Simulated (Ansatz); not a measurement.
**SiH₃F: a changed input and its effect**

System: SiH₃F.
Method of the first run: RKS wB97M-V/def2-TZVPPD (Ansatz 0.2.0).

The input adds 2 ghost centres (basis functions without nuclei or electrons, not drawn) at the places of a partner molecule, so the energy is that in the basis of the pair. The geometry comes from this level: PBE0-D4/def2-TZVP. Text and figures count atoms from 1; the logs count them from 0 in places.

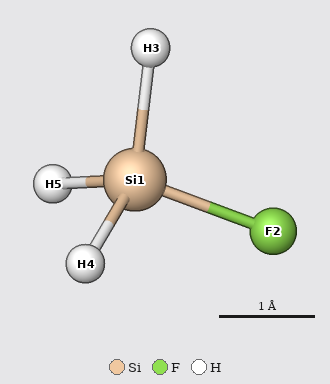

Fig. 1: The structure (ball-and-stick view, seen at a tilt; atoms are numbered from 1 in the order of the input).

### Input, the first run
```yaml
crystal:
  periodic: [false, false, false]
  atoms:
    - {symbol: Si, position_ang: [-0.030291, 0.088722, 1.149367]}
    - {symbol: F, position_ang: [-0.855501, -0.300602, -0.177914]}
    - {symbol: H, position_ang: [-0.950488, -0.041487, 2.301468]}
    - {symbol: H, position_ang: [0.440496, 1.483442, 0.996473]}
    - {symbol: H, position_ang: [1.107913, -0.849991, 1.266082]}
basis:
  gaussian:
    orbitals: "def2-TZVPPD.json"
    ghost_atoms:
      - {symbol: Br, position_ang: [0.532185, -0.112786, -3.360176]}
      - {symbol: H, position_ang: [-0.244214, -0.267400, -2.175299]}
hamiltonian: {xc: {name: wB97M-V}}
```

Command:
```bash
ansatz run in.yaml --threads 4 --pin off --events-out ev --progress --plain --max-ram 9574MiB
```

Hardware: 4 threads of Intel Xeon @ 2.90GHz, 31 GiB of memory available, shared host.

### Output (the first run)
```
Functional definition: wB97M-V
  parameter omega = 0.3/bohr
  parameter cx = 0.15
  parameter cx01 = 1.007
  parameter cx10 = 0.259
  parameter css00 = 0.443
  parameter css04 = -1.437
  parameter css10 = -4.535
  parameter css20 = -3.390
  parameter css43 = 4.278
  parameter cos00 = 1.000
  parameter cos10 = 1.358
  parameter cos20 = 2.924
  parameter cos21 = -8.812
  parameter cos60 = -1.390
  parameter cos61 = 9.142
  parameter b = 6.0
  parameter c = 0.01
  gx(w, u) = 1 - cx + cx01*u + cx10*w
  gss(w, u) = css00 + css04*u^4 + css10*w + css20*w^2 + css43*w^4*u^3
  gos(w, u) = cos00 + cos10*w + (cos20 + cos21*u)*w^2 + (cos60 + cos61*u)*w^6
  exchange = spin_sum(e_x_unif_sr(omega)*gx(b97_w, b97_u_x)) + cx*exact_x_sr(omega) + exact_x_lr(omega)
  correlation = spin_sum(e_c_pw_mod_same_spin*gss(b97_w, b97_u_same))
      + integral(e_c_pw_mod_opposite_spin*gos(b97_w_opposite, b97_u_opposite)) + vv10(b, c)
1150 factors; their error is unknown
287 factors; integrals over basis functions are off by at most 4.1e-5 eV
mean field evaluation 1: about -10643.4019 eV, gradient 3.0e1 eV
mean field evaluation 2: about -10643.0756 eV, gradient 3.7e1 eV
mean field evaluation 4: about -10644.7451 eV, gradient 2.2e-1 eV
mean field evaluation 8: about -10644.7594 eV, gradient 2.3e-2 eV
mean field -10644.75943687 eV, -391.1876940278 hartree, gradient 3.5e-5 eV, S^2 0.000000; 0 other end points of the search recorded, 0 dependent functions left out
reference -10644.75948754 eV, -391.1876958900 hartree; 13, 13 occupied and 200, 200 virtual orbitals, 1150 factors
Total energy: -10644.75948754 eV, -391.1876958900 hartree
```

The input of the second run differs as follows (lines with − go, lines with + come):
```diff
-    - {symbol: Si, position_ang: [-0.030291, 0.088722, 1.149367]}
-    - {symbol: F, position_ang: [-0.855501, -0.300602, -0.177914]}
-    - {symbol: H, position_ang: [-0.950488, -0.041487, 2.301468]}
-    - {symbol: H, position_ang: [0.440496, 1.483442, 0.996473]}
-    - {symbol: H, position_ang: [1.107913, -0.849991, 1.266082]}
+    - {symbol: Si, position_ang: [-0.012272, 0.064933, 0.802976]}
+    - {symbol: F, position_ang: [-0.837483, -0.324391, -0.524305]}
+    - {symbol: H, position_ang: [-0.932469, -0.065276, 1.955077]}
+    - {symbol: H, position_ang: [0.458514, 1.459654, 0.650082]}
+    - {symbol: H, position_ang: [1.125931, -0.873780, 0.919690]}
```

How does the second run compare with the first run?

With the same method and basis, the second run lies 0.01 kcal/mol lower.

### Output (the second run)
```
Functional definition: wB97M-V
  parameter omega = 0.3/bohr
  parameter cx = 0.15
  parameter cx01 = 1.007
  parameter cx10 = 0.259
  parameter css00 = 0.443
  parameter css04 = -1.437
  parameter css10 = -4.535
  parameter css20 = -3.390
  parameter css43 = 4.278
  parameter cos00 = 1.000
  parameter cos10 = 1.358
  parameter cos20 = 2.924
  parameter cos21 = -8.812
  parameter cos60 = -1.390
  parameter cos61 = 9.142
  parameter b = 6.0
  parameter c = 0.01
  gx(w, u) = 1 - cx + cx01*u + cx10*w
  gss(w, u) = css00 + css04*u^4 + css10*w + css20*w^2 + css43*w^4*u^3
  gos(w, u) = cos00 + cos10*w + (cos20 + cos21*u)*w^2 + (cos60 + cos61*u)*w^6
  exchange = spin_sum(e_x_unif_sr(omega)*gx(b97_w, b97_u_x)) + cx*exact_x_sr(omega) + exact_x_lr(omega)
  correlation = spin_sum(e_c_pw_mod_same_spin*gss(b97_w, b97_u_same))
      + integral(e_c_pw_mod_opposite_spin*gos(b97_w_opposite, b97_u_opposite)) + vv10(b, c)
1150 factors; their error is unknown
287 factors; integrals over basis functions are off by at most 3.9e-5 eV
mean field evaluation 1: about -10643.4029 eV, gradient 3.0e1 eV
mean field evaluation 2: about -10643.0768 eV, gradient 3.7e1 eV
mean field evaluation 4: about -10644.7461 eV, gradient 2.2e-1 eV
mean field evaluation 8: about -10644.7599 eV, gradient 2.3e-2 eV
mean field -10644.75987830 eV, -391.1877102502 hartree, gradient 3.5e-5 eV, S^2 0.000000; 0 other end points of the search recorded, 0 dependent functions left out
reference -10644.75992897 eV, -391.1877121122 hartree; 13, 13 occupied and 200, 200 virtual orbitals, 1150 factors
Total energy: -10644.75992897 eV, -391.1877121122 hartree
```

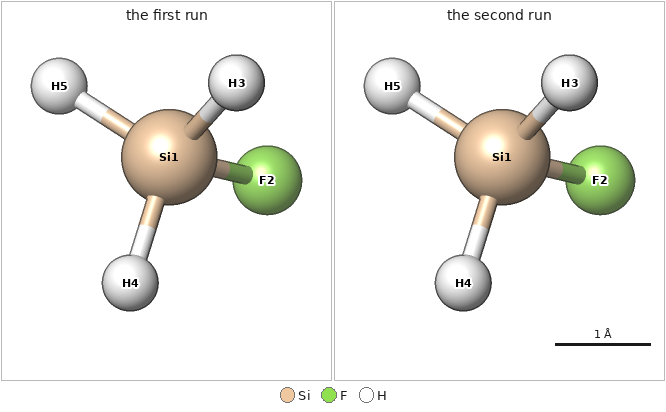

Fig. 2: The two input geometries at one scale (ball-and-stick view, seen at a tilt). The atoms keep their places after the best rigid fit (all moves are under 0.005 Å).

### The two runs side by side

| quantity | the first run | the second run |
| --- | --- | --- |
| outcome | converged | converged |
| total energy (hartree) | −391.187696 | −391.187712 |
| basis functions | 213 | 213 |
| wall time (shared host) | 4.5 s | 3.7 s |
